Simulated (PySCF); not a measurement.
```yaml
atoms:
  - { symbol: O, position_ang: [-1.4898, 1.1716, 0.0930] }
  - { symbol: Al, position_ang: [-0.1234, 0.2320, -0.2783] }
  - { symbol: O, position_ang: [0.6828, 0.2942, -1.7750] }
  - { symbol: B, position_ang: [0.6071, -1.0825, 1.2070] }
  - { symbol: Cl, position_ang: [2.1661, -1.8695, 1.0494] }
  - { symbol: Cl, position_ang: [-0.3251, -1.4242, 2.6519] }
  - { symbol: H, position_ang: [-1.9563, 1.8219, -0.4313] }
  - { symbol: H, position_ang: [0.4847, 0.8278, -2.5446] }
```

Geometry: PBE0-D3(BJ)/def2-SVP.

The calculation used PySCF 2.14.0, PBE0/pcSseg-1, SCF density, gas phase, non-relativistic.

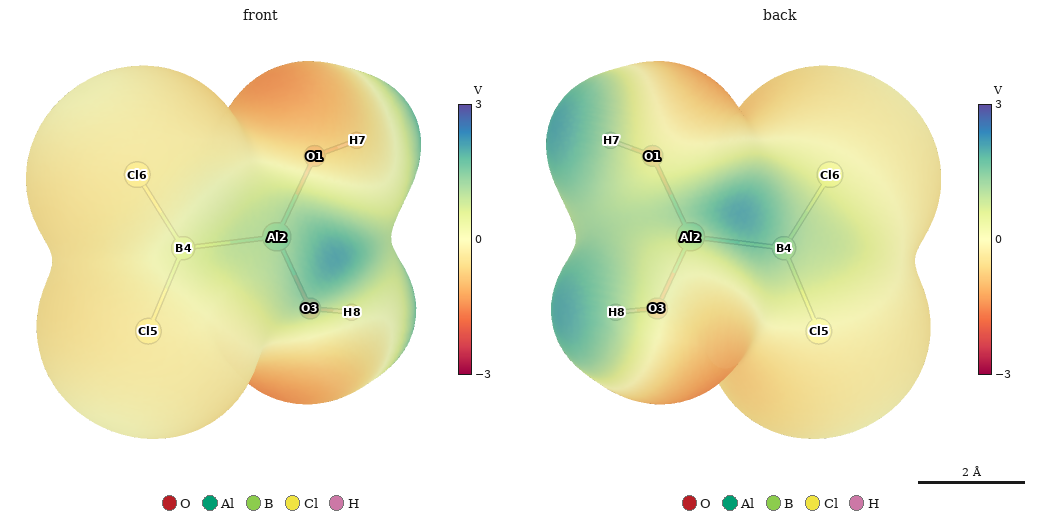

AlBCl$_{2}$H$_{2}$O$_{2}$ (SMILES [OH][Al]([OH])[B](Cl)Cl). The molecular electrostatic potential painted on the density surface at 0.001 e/bohr³, seen from the front and from behind; the colour scale runs from red (negative) to blue (positive).

Q: Where is the surface potential most negative and most positive?

A: The most negative region (about −1.4 V) lies over O1 and O3, the most positive (about +2.1 V) over Al2, H7 and H8.

Q: How polar is the molecule by this calculation?

A: Its dipole moment is 3.08 D.
